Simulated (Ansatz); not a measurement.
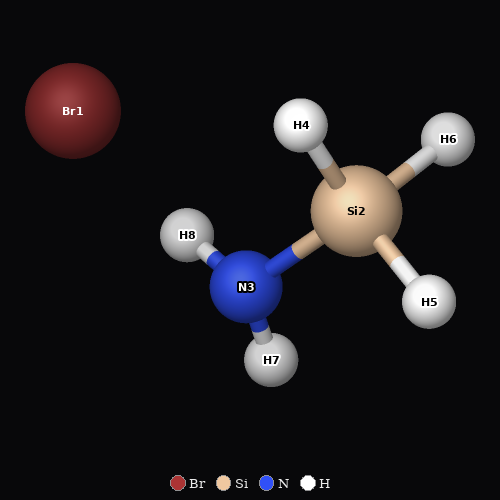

The system is the pair Br···H₅NSi, charge −1; the picture shows the reference structure. The first coordinate is: separation of H8 and Br1 along their line in the relaxed pair; the second: sideways slip of Br1. Nothing is relaxed (both partners rigid). The grid has 11 × 11 points. Points are written as (first, second). Energies: kJ/mol, counted from the lowest grid point. Method: RKS PBE0-D4/def2-SVPD in Ansatz.

Its coordinates:

```xyz
8

Br   -0.9155   -1.5965   -2.9311
Si    0.3808    0.0140    0.9618
N    -0.0841    0.6823   -0.5553
H     1.6457   -0.7701    0.8154
H     0.6435    1.1436    1.9205
H    -0.5979   -0.8863    1.6708
H    -0.8021    1.3965   -0.5548
H    -0.2703    0.0165   -1.3274
```

Range: separation of H8 and Br1 along their line in the relaxed pair from 1.986 to 3.986 Å; sideways slip of Br1 from −2.20 to 2.20 Å.

What landscape does the calculation give?

Answer. The lowest grid point is at (2.357 Å, 0.00 Å). No other kind of well shows on this grid. The highest grid point, (3.986 Å, 2.20 Å), lies 38.5 kJ/mol above the lowest.

| second ↓, first → | 1.986 | 2.066 | 2.196 | 2.357 | 2.541 | 2.744 | 2.964 | 3.200 | 3.449 | 3.712 | 3.986 |
| --- | --- | --- | --- | --- | --- | --- | --- | --- | --- | --- | --- |
| 2.20 | 11.5 | 12.5 | 14.4 | 17.1 | 20.3 | 23.6 | 27.1 | 30.3 | 33.3 | 36.1 | 38.5 |
| 1.76 | 6.2 | 6.7 | 8.3 | 10.9 | 14.3 | 18.3 | 22.4 | 26.4 | 30.1 | 33.4 | 36.3 |
| 1.32 | 4.9 | 4.0 | 4.0 | 5.7 | 9.0 | 13.3 | 18.0 | 22.7 | 27.0 | 30.9 | 34.3 |
| 0.88 | 7.9 | 4.7 | 2.2 | 2.3 | 4.9 | 9.2 | 14.3 | 19.6 | 24.5 | 28.9 | 32.6 |
| 0.44 | 12.9 | 7.2 | 2.1 | 0.6 | 2.4 | 6.5 | 11.8 | 17.5 | 22.8 | 27.5 | 31.5 |
| 0.00 | 14.8 | 8.2 | 2.2 | 0.0 | 1.5 | 5.6 | 11.0 | 16.7 | 22.2 | 27.0 | 31.1 |
| −0.44 | 11.6 | 6.4 | 1.9 | 0.6 | 2.6 | 6.8 | 12.0 | 17.6 | 22.8 | 27.4 | 31.4 |
| −0.88 | 7.3 | 4.6 | 2.7 | 3.1 | 5.7 | 9.9 | 14.8 | 19.8 | 24.5 | 28.7 | 32.3 |
| −1.32 | 6.6 | 5.9 | 6.1 | 7.7 | 10.6 | 14.5 | 18.7 | 23.0 | 27.0 | 30.6 | 33.7 |
| −1.76 | 10.3 | 10.7 | 11.8 | 13.9 | 16.6 | 19.9 | 23.3 | 26.7 | 29.9 | 32.9 | 35.5 |
| −2.20 | 16.6 | 17.3 | 18.7 | 20.5 | 22.8 | 25.3 | 27.9 | 30.5 | 33.0 | 35.3 | 37.4 |

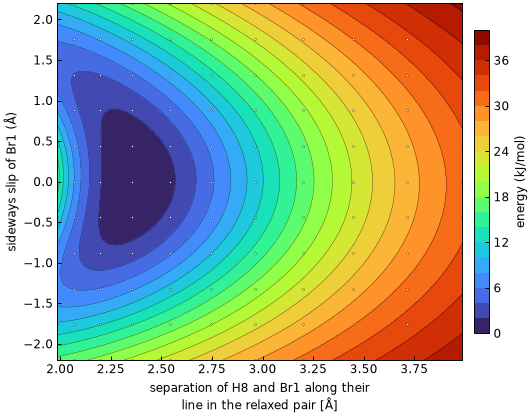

The picture shows filled contours, dots at the grid points. Between grid points the surface is interpolated.

Each point was launched as `ansatz run input.yaml --threads 1 --pin off --max-ram 2560MiB --backend cpu --events-out ev --progress --plain --runs-dir out`. The whole map (121 points run) took 13 min on 1 thread of Arm Neoverse V1, on a shared host.
